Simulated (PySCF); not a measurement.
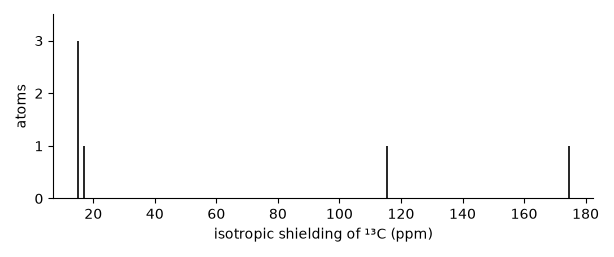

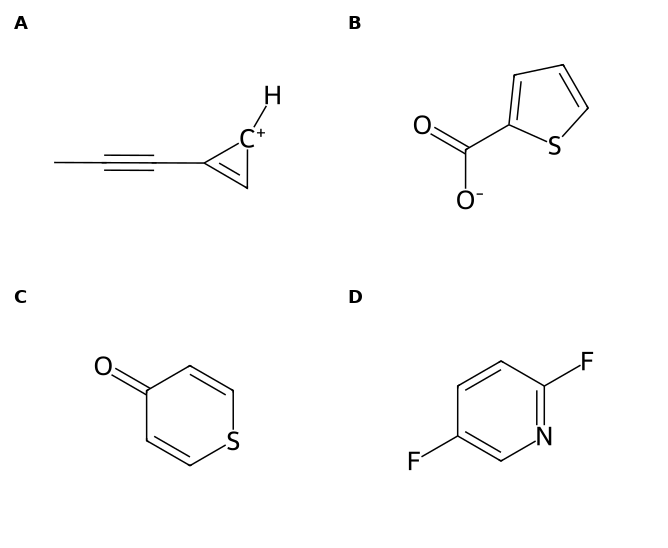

The sticks are computed shieldings of one of the molecules, for one fixed geometry (PBE0-D3(BJ)/def2-SVP) without averaging over rotations. Low shielding means a high chemical shift. Method: GIAO PBE0/pcSseg-1 NMR shielding, non-relativistic, IEF-PCM acetonitrile (PySCF 2.14.0).

Which molecule gives this pattern?

Answer. A, `CC#Cc1c[cH+]1`. Its 6 C atoms give lines at 14.9 (3 atoms), 17.1, 115.5, 174.5 ppm.
